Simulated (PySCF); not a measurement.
# C₄H₉BOSi: electronic excitations

Aim: predict the electronic excitations of C₄H₉BOSi (`CCOBC#C[SiH3]`).

Computed with PySCF 2.14.0, with density-fitted response routines of our own, on a single molecule in the gas phase. Atoms are numbered from 0 throughout.

## (1) The starting structure

16 atoms, charge 0, multiplicity 1; geometry from: GFN2-xTB.

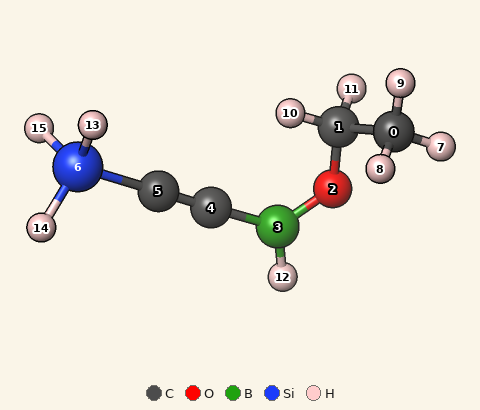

The starting geometry (carbon dark grey, oxygen red, boron green, silicon blue, hydrogen pink), atoms numbered.

## (2) TDDFT and polarisability: CAM-B3LYP/def2-SVPD

The job: settings as JSON, then the geometry in Å.

```
{"job": {"kind": "uv", "xc": "CAM-B3LYP", "basis": "def2-SVPD", "nstates": 8, "ntriplets": 3}, "charge": 0, "multiplicity": 1}
C     -2.676019     0.967253    -0.020117
C     -1.787759    -0.210668     0.364407
O     -1.525090    -1.005077    -0.769735
B     -0.320197    -1.260435    -1.266838
C      0.981775    -0.745914    -0.650714
C      2.004991    -0.342039    -0.140266
Si     3.571289     0.254981     0.634653
H     -3.590213     0.607341    -0.485632
H     -2.157179     1.611643    -0.726020
H     -2.931932     1.543462     0.864788
H     -0.850250     0.146734     0.810091
H     -2.305503    -0.845820     1.093647
H     -0.301849    -1.934599    -2.229513
H      3.286458     1.522173     1.317272
H      4.579923     0.454021    -0.409042
H      4.013956    -0.754110     1.601609
```

Level: TDDFT CAM-B3LYP/def2-SVPD, vertical, gas phase, core orbitals frozen in the response.

Launch:

```console
$ OMP_NUM_THREADS=1 python probes_run.py task.json out
```

This one command runs all jobs of the session in turn.

Predict these results of the whole session: lowest singlet (CAM-B3LYP/def2-SVPD); brightest single state of those computed; lowest triplet.

The runs gave:

| quantity | value |
| --- | --- |
| lowest singlet (CAM-B3LYP/def2-SVPD) | 4.87 eV (254 nm), f = 0.000 |
| brightest single state of those computed | state 5, 7.47 eV, f = 0.458 |
| lowest triplet | 4.35 eV |

**Reading.** The first singlet state (HOMO→LUMO 0.94) lies at 4.87 eV and is dark; of the 8 states computed, the strongest absorption comes from state 5 at 7.47 eV. The lowest triplet lies 0.53 eV below the lowest singlet (triplets in Tamm-Dancoff, singlets in full TDDFT).
